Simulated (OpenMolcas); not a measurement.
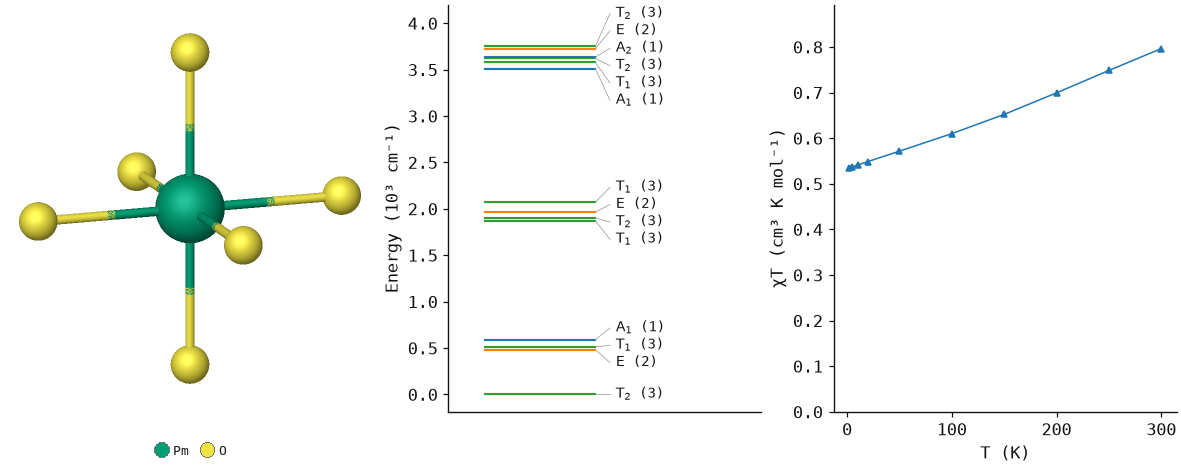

Pm³⁺ (4f⁴) as a dopant in CaO, a cluster with its 6 nearest O²⁻ at 2.213 Å (octahedron) embedded in model potentials and point charges; the geometry was set, not optimised, and its levels and susceptibility. Labels give the representation in O, Td, D4 or D3 as the site allows (double group for half-integer spin) where it could be assigned and, in brackets, the degeneracy; spin-free states, where drawn, share the zero of the spin-orbit levels. Level of the calculation: state-averaged CASSCF, active space 4 electrons in the shell 4f, basis ANO-RCC-VDZP on all atoms, DKH2 scalar Hamiltonian, spin-orbit coupling by RASSI with atomic mean-field integrals (OpenMolcas). Powder susceptibility by Van Vleck's formula.

Question: Describe the ground state and the low levels.

Answer: The ground level is T₂, 3-fold degenerate, 98 % from states of spin multiplicity 5, effective J = 3.98, with |mJ| = 3 the largest share (58 %). The next level lies at 483 cm⁻¹ (E). The lowest J multiplet spreads over 589 cm⁻¹. χT is 0.535 cm³ K mol⁻¹ at 2 K and 0.796 at 300 K, an effective moment of 2.52 μB. The active orbitals hold 99 to 100 % metal character (Löwdin), and the Mulliken charge of the metal is +2.40.

Known limits: high states of lower spin left out of the spin-orbit mixing; the geometry is set by hand, with no relaxation and no charge compensation; spin-free states above about 39,000 cm⁻¹ are left out of the spin-orbit step.
